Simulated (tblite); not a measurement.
**Geometry relaxation, with input and output: GaAs$_{2}$H$_{5}$O (part 2 of 2)**

The same run, continued: GaAs$_{2}$H$_{5}$O; GFN2-xTB geometry optimisation, gas phase (tblite 0.8.0). 

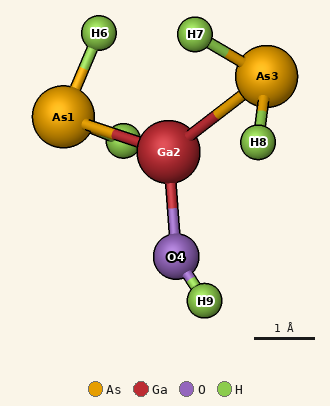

Figure 1. The geometry at step 100 of the log (ball-and-stick view, seen at a tilt; atoms are numbered from 1 in the order of the input).

Trajectory as extended XYZ, continued
```
9
Properties=species:S:1:pos:R:3:forces:R:3 step=65 energy=-342.80307
As    2.2928   -0.2733   -0.0647   -0.0040   0.0070   0.0030
Ga   -0.0104   -1.1013    0.2861   -0.0010  -0.0040  -0.0090
As   -2.0592   -0.4369    1.5785   -0.0010  -0.0110   0.0040
O    -0.1778   -2.5501   -0.6748   -0.0090   0.0000  -0.0020
H     2.7153   -1.3754    0.8783    0.0100   0.0000   0.0040
H     2.1058    0.6368    1.1358   -0.0040  -0.0050  -0.0030
H    -2.4504    0.3308    0.3315   -0.0020   0.0060   0.0020
H    -2.7607   -1.6495    1.0253    0.0100   0.0090  -0.0090
H    -0.6077   -3.3069   -1.0611    0.0010  -0.0030   0.0090
9
Properties=species:S:1:pos:R:3:forces:R:3 step=70 energy=-342.80366
As    2.2939   -0.2694   -0.0661   -0.0070   0.0020   0.0000
Ga   -0.0077   -1.1057    0.2910    0.0000  -0.0100  -0.0100
As   -2.0638   -0.4583    1.5801    0.0020  -0.0010  -0.0020
O    -0.1901   -2.5501   -0.6753    0.0080  -0.0110   0.0060
H     2.7369   -1.3628    0.8783   -0.0050  -0.0030   0.0000
H     2.1047    0.6416    1.1331   -0.0060  -0.0010  -0.0030
H    -2.4372    0.3447    0.3492    0.0020   0.0070   0.0090
H    -2.7601   -1.6518    0.9822    0.0000   0.0050  -0.0020
H    -0.6289   -3.3140   -1.0375    0.0070   0.0120   0.0020
9
Properties=species:S:1:pos:R:3:forces:R:3 step=75 energy=-342.80392
As    2.2921   -0.2732   -0.0700    0.0040   0.0010   0.0000
Ga   -0.0076   -1.1058    0.2927    0.0020   0.0070   0.0050
As   -2.0695   -0.4728    1.5813    0.0090   0.0010   0.0110
O    -0.1747   -2.5550   -0.6692    0.0200   0.0230   0.0120
H     2.7358   -1.3629    0.8793   -0.0090   0.0060  -0.0040
H     2.1097    0.6466    1.1233   -0.0070  -0.0030   0.0020
H    -2.4367    0.3562    0.3667    0.0030   0.0100  -0.0010
H    -2.7654   -1.6521    0.9563   -0.0040   0.0000  -0.0060
H    -0.6360   -3.3069   -1.0254   -0.0170  -0.0450  -0.0190
9
Properties=species:S:1:pos:R:3:forces:R:3 step=80 energy=-342.80469
As    2.2856   -0.2572   -0.0732   -0.0060   0.0000  -0.0010
Ga   -0.0014   -1.1235    0.2861   -0.0020  -0.0030  -0.0020
As   -2.0582   -0.4991    1.5840    0.0030  -0.0040   0.0100
O    -0.1696   -2.5875   -0.6575   -0.0080  -0.0030  -0.0170
H     2.7478   -1.3426    0.8710   -0.0080  -0.0020   0.0000
H     2.0724    0.6481    1.1268    0.0010   0.0020  -0.0030
H    -2.4059    0.3972    0.4117    0.0140   0.0050   0.0000
H    -2.7626   -1.6350    0.8921   -0.0210   0.0030   0.0010
H    -0.6603   -3.3262   -1.0061    0.0280   0.0030   0.0130
9
Properties=species:S:1:pos:R:3:forces:R:3 step=85 energy=-342.80580
As    2.2702   -0.2435   -0.0755    0.0120  -0.0180  -0.0010
Ga   -0.0027   -1.1400    0.2663   -0.0030   0.0200   0.0210
As   -2.0354   -0.5075    1.5920   -0.0550  -0.0050  -0.0520
O    -0.1518   -2.6134   -0.6598   -0.0160  -0.0140  -0.0270
H     2.7346   -1.3365    0.8620   -0.0100   0.0210  -0.0110
H     2.0239    0.6428    1.1315    0.0130   0.0090   0.0060
H    -2.3699    0.4352    0.4460    0.0260  -0.0340   0.0450
H    -2.7873   -1.6041    0.8773    0.0170   0.0410   0.0150
H    -0.6339   -3.3588   -1.0049    0.0150  -0.0190   0.0030
9
Properties=species:S:1:pos:R:3:forces:R:3 step=90 energy=-342.80954
As    2.2138   -0.1990   -0.1028   -0.0560   0.0320  -0.0160
Ga   -0.0140   -1.2002    0.2459    0.0330  -0.0570  -0.0420
As   -2.0418   -0.6646    1.6007   -0.1110   0.0530  -0.1570
O    -0.1123   -2.6948   -0.6772   -0.0720  -0.0940   0.0540
H     2.7013   -1.2779    0.8312    0.0370  -0.0130   0.0350
H     1.9294    0.6805    1.1079    0.0160  -0.0360  -0.0360
H    -2.1651    0.5745    0.7120   -0.0160  -0.1330   0.0980
H    -2.8543   -1.4558    0.5889    0.0740   0.1130   0.0770
H    -0.6094   -3.4884   -0.8717    0.0950   0.1350  -0.0140
9
Properties=species:S:1:pos:R:3:forces:R:3 step=95 energy=-342.81323
As    2.2142   -0.2053   -0.1021   -0.0090   0.0180  -0.0220
Ga   -0.0117   -1.1999    0.2451    0.0110  -0.0030   0.0010
As   -2.0417   -0.6518    1.5966   -0.0360  -0.0050   0.0020
O    -0.1037   -2.6954   -0.6682   -0.0330  -0.0320   0.0360
H     2.7070   -1.2818    0.8345    0.0230  -0.0010   0.0180
H     1.9309    0.6740    1.1059    0.0120  -0.0160  -0.0150
H    -2.1892    0.5644    0.7025   -0.0070  -0.0120   0.0140
H    -2.8476   -1.4567    0.6068    0.0020   0.0330  -0.0040
H    -0.6105   -3.4732   -0.8862    0.0380   0.0180  -0.0300
9
Properties=species:S:1:pos:R:3:forces:R:3 step=100 energy=-342.81805
As    2.1807   -0.1890   -0.1174    0.0150   0.0190  -0.0160
Ga   -0.0168   -1.2350    0.2352   -0.0110   0.0230   0.0330
As   -2.0538   -0.7143    1.5872   -0.0500  -0.0240  -0.0400
O    -0.0797   -2.7447   -0.6552   -0.0260  -0.0240   0.0310
H     2.7024   -1.2491    0.8218    0.0260  -0.0140   0.0080
H     1.8783    0.6796    1.0930    0.0050   0.0020  -0.0180
H    -2.1070    0.6043    0.8404   -0.0060  -0.0150   0.0140
H    -2.8651   -1.3527    0.4806    0.0220   0.0480   0.0290
H    -0.5911   -3.5248   -0.8506    0.0260  -0.0150  -0.0400
9
Properties=species:S:1:pos:R:3:forces:R:3 step=105 energy=-342.82962
As    2.1024   -0.1647   -0.1604    0.0070  -0.0560   0.0460
Ga   -0.0537   -1.3069    0.2213   -0.0220  -0.0510   0.0330
As   -2.1332   -0.8451    1.5423   -0.0430   0.1370  -0.2420
O    -0.0395   -2.8561   -0.6000   -0.0710  -0.0670  -0.0150
H     2.6976   -1.1759    0.7947   -0.0040  -0.0230  -0.0590
H     1.7650    0.6819    1.0498   -0.0150   0.0840   0.0000
H    -1.9266    0.6276    1.1947   -0.0340  -0.1380   0.0620
H    -2.9034   -1.0078    0.2330    0.1090   0.0130   0.1550
H    -0.4609   -3.6788   -0.8406    0.0730   0.1010   0.0210
9
Properties=species:S:1:pos:R:3:forces:R:3 step=110 energy=-342.83658
As    2.1009   -0.1818   -0.1661   -0.0410  -0.0170  -0.0020
Ga   -0.0685   -1.3117    0.2296    0.0270  -0.0050   0.0290
As   -2.1718   -0.8716    1.5147    0.0140   0.0520  -0.0390
O    -0.0397   -2.8615   -0.5792   -0.0270  -0.0160  -0.0150
H     2.6986   -1.1820    0.7932   -0.0060  -0.0290  -0.0080
H     1.7788    0.6999    1.0244   -0.0040   0.0400   0.0040
H    -1.9404    0.6073    1.2768    0.0030  -0.0170   0.0360
H    -2.8973   -0.9284    0.1899    0.0100  -0.0260  -0.0110
H    -0.4128   -3.6959   -0.8484    0.0240   0.0180   0.0040
9
Properties=species:S:1:pos:R:3:forces:R:3 step=115 energy=-342.83928
As    2.0830   -0.1902   -0.1750   -0.0050  -0.0210   0.0030
Ga   -0.0740   -1.3255    0.2527   -0.0210   0.0010  -0.0020
As   -2.2089   -0.8988    1.4830   -0.0100   0.0180  -0.0220
O    -0.0487   -2.8709   -0.5607   -0.0030  -0.0100  -0.0050
H     2.6785   -1.1917    0.7882   -0.0020   0.0220  -0.0050
H     1.7900    0.7252    1.0003   -0.0060  -0.0160   0.0010
H    -1.9401    0.5871    1.3755    0.0200  -0.0020   0.0140
H    -2.8682   -0.8393    0.1222    0.0140  -0.0180   0.0080
H    -0.3637   -3.7217   -0.8514    0.0140   0.0270   0.0100
9
Properties=species:S:1:pos:R:3:forces:R:3 step=120 energy=-342.83993
As    2.0684   -0.1919   -0.1775   -0.0060   0.0170  -0.0070
Ga   -0.0841   -1.3318    0.2515    0.0070  -0.0110  -0.0030
As   -2.2139   -0.8961    1.4779   -0.0120  -0.0130   0.0090
O    -0.0484   -2.8777   -0.5585   -0.0050  -0.0030  -0.0030
H     2.6753   -1.1836    0.7842    0.0040  -0.0130   0.0100
H     1.7713    0.7188    1.0005   -0.0050  -0.0050  -0.0070
H    -1.9140    0.5856    1.3996    0.0000  -0.0020  -0.0150
H    -2.8618   -0.8166    0.1128    0.0120   0.0160   0.0100
H    -0.3451   -3.7324   -0.8555    0.0050   0.0140   0.0070
9
Properties=species:S:1:pos:R:3:forces:R:3 step=125 energy=-342.84024
As    2.0533   -0.1876   -0.1800    0.0000  -0.0080   0.0040
Ga   -0.0892   -1.3450    0.2563    0.0020   0.0050  -0.0040
As   -2.2206   -0.8968    1.4761    0.0010  -0.0020  -0.0030
O    -0.0527   -2.8874   -0.5557   -0.0020  -0.0070  -0.0050
H     2.6703   -1.1791    0.7784   -0.0020   0.0040  -0.0030
H     1.7492    0.7150    1.0008   -0.0010   0.0060   0.0030
H    -1.8897    0.5797    1.4192    0.0010  -0.0030   0.0000
H    -2.8495   -0.7790    0.1055    0.0000   0.0030   0.0030
H    -0.3234   -3.7457   -0.8658    0.0000   0.0030   0.0050
9
Properties=species:S:1:pos:R:3:forces:R:3 step=127 energy=-342.84025
As    2.0527   -0.1874   -0.1794    0.0000   0.0030  -0.0030
Ga   -0.0890   -1.3453    0.2551   -0.0030   0.0010  -0.0010
As   -2.2195   -0.8967    1.4763    0.0020   0.0020  -0.0040
O    -0.0535   -2.8878   -0.5564    0.0010  -0.0020  -0.0020
H     2.6704   -1.1782    0.7779    0.0010  -0.0030   0.0040
H     1.7475    0.7148    1.0018    0.0000   0.0030   0.0010
H    -1.8875    0.5798    1.4185    0.0000  -0.0060   0.0010
H    -2.8503   -0.7784    0.1066    0.0000   0.0020   0.0020
H    -0.3230   -3.7467   -0.8657   -0.0020  -0.0010   0.0030
```

The run was set up as follows.

The input
```
{"job": {"kind": "relax", "xc": "GFN2-xTB", "basis": "xTB"}, "charge": 0, "multiplicity": 1}
As     2.075293    -0.338713     0.501331
Ga     0.046990    -1.628667     0.391149
As    -1.965645    -0.528041     1.099616
O     -0.114991    -2.791793    -1.103978
H      3.340218    -1.119686     0.667996
H      1.996854     0.919301     1.272018
H     -2.442676     0.598360     0.210620
H     -3.052455    -1.418532     1.635291
H     -0.835819    -3.418031    -1.239142
```

The first line tells a small driver script what to run in tblite; the rest is the geometry in Å.

Launched with:
```bash
OMP_NUM_THREADS=1 python <driver script> task.json out
```

Key numbers

```tsv
quantity	value
outcome	converged
total energy	−342.8402 eV
hardware	1 CPU thread, shared host
wall time	1.5 s
peak memory	0.17 GiB
```
